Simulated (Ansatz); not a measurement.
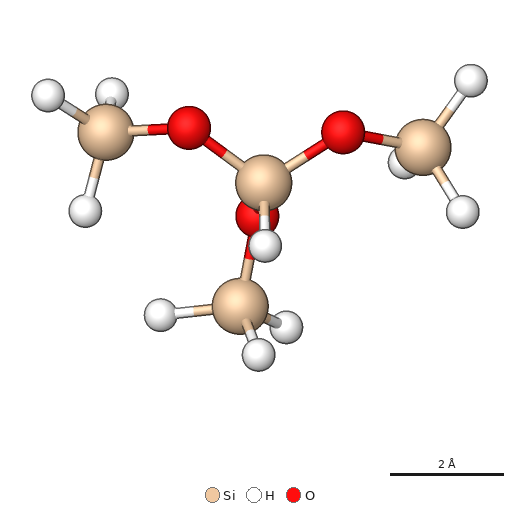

Starting structure of Si4H10O3. Style: ball-and-stick. Shown at a tilt.

The run prepares the start of a later molecular dynamics calculation, from a guessed geometry.

Level of theory: RKS PBE0-D4/STO-3G (Ansatz 0.2.0).

Input file:
```yaml
crystal:
  periodic: [false, false, false]
  atoms:
    - { symbol: Si, position_ang: [0.0, 0.0, 0.0] }
    - { symbol: H, position_ang: [0.0, 0.0, 1.46] }
    - { symbol: O, position_ang: [1.5842, 0.0, -0.5594] }
    - { symbol: Si, position_ang: [2.4906, -1.3762, -0.8866] }
    - { symbol: H, position_ang: [1.6598, -2.3521, -1.5857] }
    - { symbol: H, position_ang: [3.6318, -1.0202, -1.7249] }
    - { symbol: H, position_ang: [2.9691, -1.9538, 0.366] }
    - { symbol: O, position_ang: [-0.7913, 1.3709, -0.5594] }
    - { symbol: Si, position_ang: [-2.4002, 1.4263, -1.0396] }
    - { symbol: H, position_ang: [-3.2124, 0.6421, -0.1138] }
    - { symbol: H, position_ang: [-2.862, 2.8114, -1.0378] }
    - { symbol: H, position_ang: [-2.5267, 0.8736, -2.385] }
    - { symbol: O, position_ang: [-0.7913, -1.3709, -0.5594] }
    - { symbol: Si, position_ang: [-1.673, -2.4329, 0.3983] }
    - { symbol: H, position_ang: [-1.2634, -2.287, 1.792] }
    - { symbol: H, position_ang: [-3.0964, -2.1323, 0.2761] }
    - { symbol: H, position_ang: [-1.4264, -3.8036, -0.0398] }
basis:
  gaussian: { orbitals: STO-3G }
hamiltonian:
  xc: pbe0
  dispersion: d4
relax:
  f_tol: 0.02
  max_steps: 40
output:
  orbitals: {}
```

Command:
```bash
ansatz run input.yaml --threads 1 --pin off --max-ram 2048MiB --backend cpu --events-out ev --progress --plain --runs-dir out
```

> What does the optimiser find from here?

After 33 geometry steps the energy has fallen by 8.49 kcal/mol. The largest force component goes from 0.8 to 0.012 eV/Å. The atom that moves furthest after the best rigid fit is H10 (2.42 Å). By element the largest moves are H 2.42 Å, O 1.04 Å, Si 0.89 Å. Some distances before and after: O3–Si4 1.680 → 1.697 Å, Si14–H17 1.460 → 1.444 Å, O13–Si14 1.680 → 1.691 Å, Si14–H15 1.460 → 1.450 Å. Bond angles that change, for instance: Si1–O3–Si4 125.0° → 117.5°, O3–Si1–O13 109.5° → 103.1°, Si1–O8–Si9 125.0° → 118.8°. Groups turn about Si1–O8 by about 90°, Si1–O13 by about 45°, Si1–O3 by about 35°.

Final geometry:

```xyz
17

Si   -0.0736   -0.1166    0.6312
H     0.1366    0.1056    2.0478
O     1.3142    0.2052   -0.2493
Si    1.8408   -0.9799   -1.3431
H     0.8450   -1.3119   -2.3413
H     2.9763   -0.3920   -2.0152
H     2.2765   -2.1979   -0.6929
O    -1.3264    0.9140    0.2127
Si   -1.7128    1.1066   -1.4277
H    -2.0265   -0.1583   -2.0632
H    -2.8765    1.9599   -1.4763
H    -0.6393    1.7278   -2.1767
O    -0.4129   -1.7139    0.2373
Si   -1.7221   -2.5025    0.9618
H    -1.6473   -2.4463    2.4083
H    -2.9878   -1.9247    0.5562
H    -1.6718   -3.8798    0.5314
```

The end point in the same view:

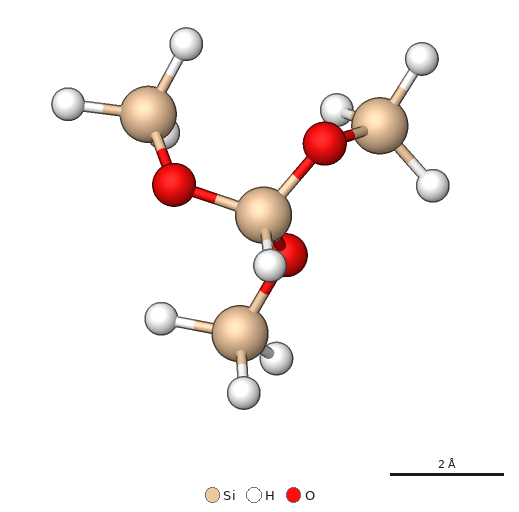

Limits of the set-up: STO-3G is a minimal basis, so the numbers are rough.
